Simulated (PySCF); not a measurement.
```xyz
13

O     2.7114   -0.3074    2.0788
C     2.7376   -0.0851    0.9043
O     1.7025    0.0364    0.0881
C     0.4250   -0.1044    0.6258
C    -0.6412    0.0032   -0.1257
C    -2.1014   -0.0252   -0.2131
C    -1.2496    0.2308   -1.4383
H     3.6608    0.0548    0.3165
H     0.4036   -0.3047    1.6895
H    -2.6572    0.7977    0.2130
H    -2.6029   -0.9780   -0.1203
H    -1.1692   -0.5466   -2.1846
H    -1.2237    1.2289   -1.8516
```

Geometry: GFN2-xTB.

Computed with CAM-B3LYP/def2-SVPD, SCF density, gas phase in PySCF.

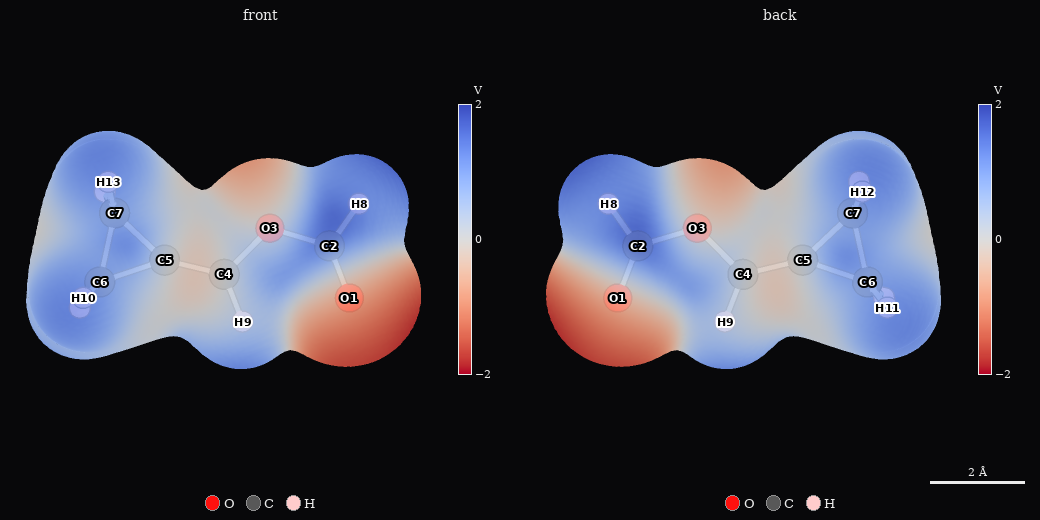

C$_{5}$H$_{6}$O$_{2}$ (SMILES O=COC=C1CC1). The molecular electrostatic potential painted on the density surface at 0.004 e/bohr³, seen from the front and from behind; red is negative and blue positive.

Where is the surface potential most negative and most positive?

Answer. The most negative region (about −1.8 V) lies over O1, the most positive (about +1.6 V) over C2 and H8. O1 is the likeliest acceptor of a hydrogen bond.
